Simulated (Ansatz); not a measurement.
## Electronic structure of GaH₆PS in real space

Input

```
crystal:
  periodic: [false, false, false]
  atoms:
    - {symbol: Ga, position_ang: [-1.218148, 0.158219, -0.231416]}
    - {symbol: S, position_ang: [1.014971, 1.070825, -1.245946]}
    - {symbol: H, position_ang: [-1.691150, -0.523486, -1.567915]}
    - {symbol: H, position_ang: [-1.752227, 1.577042, 0.188544]}
    - {symbol: H, position_ang: [1.647882, -0.111554, -1.324130]}
    - {symbol: P, position_ang: [-0.506778, -1.260478, 1.489551]}
    - {symbol: H, position_ang: [1.605307, 1.377955, -0.078823]}
    - {symbol: H, position_ang: [0.426214, -0.347457, 2.052352]}
    - {symbol: H, position_ang: [0.473929, -1.941066, 0.717683]}
basis:
  gaussian: {orbitals: def2-TZVPP}
hamiltonian: {xc: pbe0, dispersion: d4}
output: {orbitals: {seedname: orbitals}}
```

Command:

```sh
ansatz run in.yaml --threads 4 --pin off --events-out ev --progress --plain --max-ram 9574MiB
```

The product side of a reaction path; geometry: PBE0-D4/def2-TZVP.

Theory: RKS PBE0-D4/def2-TZVPP (Ansatz).

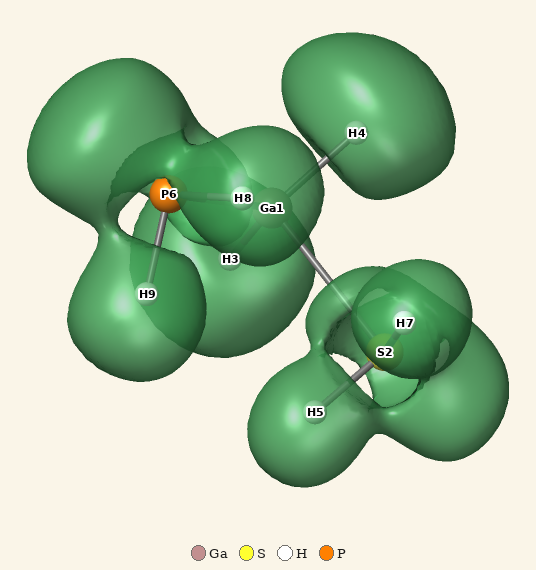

Figure 1. Isosurface of the ELF at 0.75 (green), seen at an oblique angle. Core shells and regions of very low density are left out.

> Describe the localisation domains.

The ELF exceeds this value in two regions around hydrogen nuclei, one joined region spread over several atoms (H, P), in which their bonds and any lone pairs are merged and one joined region spread over several atoms (H, S), in which their bonds and any lone pairs are merged. Along the contacts the grid gives the following. Ga–P (2.34 Å): the ELF peaks at about 0.90 between the atoms; a covalent bond. Ga–S (2.62 Å): the ELF peaks at about 0.95 in the valence shell of S, 0.9 Å from its nucleus, and is about 0.60 at the midpoint.

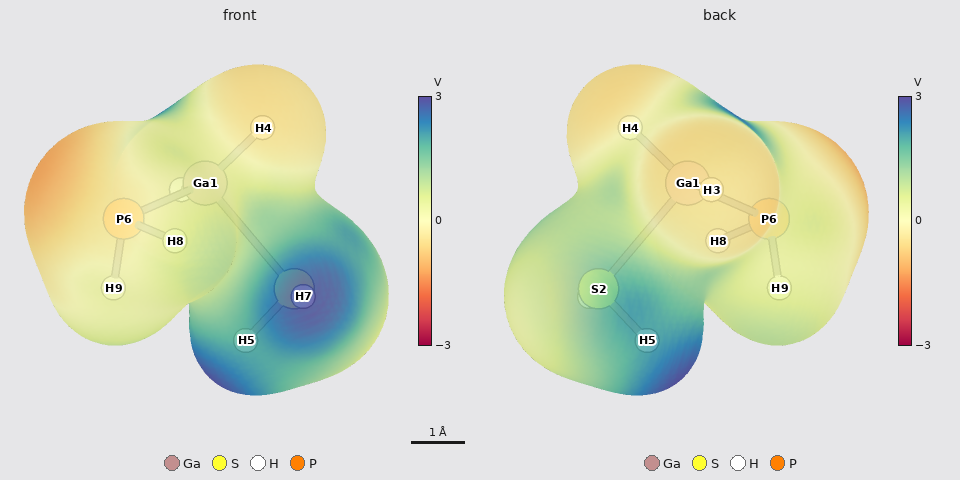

Figure 2. The molecular electrostatic potential painted on the density surface at 0.004 e/bohr³, seen from the front and from behind; the colour scale runs from red (negative) to blue (positive).

> Where is the surface potential most negative and most positive?

The most negative region (about −1.2 V) lies over P6, the most positive (about +2.9 V) over H5 and H7.

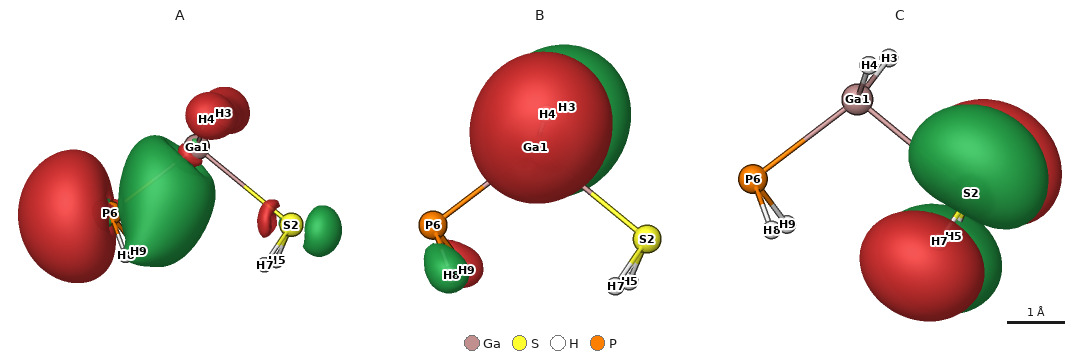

Figure 3. Three frontier orbitals at ±0.1 Å⁻³ᐟ² (green and red are the two phases), in no order.

> Which picture is the HOMO−1, the HOMO and the LUMO?

B is the HOMO−1 (−8.16 eV). Its weight (Hirshfeld) is mainly on Ga1 (about 35 %), H3 (about 30 %) and H4 (about 30 %). A is the HOMO (−6.73 eV). It lies mainly on P6 (about 65 %) and Ga1 (about 15 %); largely a lone pair of P6. C is the LUMO (−0.54 eV). By Hirshfeld shares it lies mainly on S2 (about 55 %), H5 (about 20 %) and H7 (about 20 %).

> What is the HOMO–LUMO gap?

6.19 eV between the orbital energies.
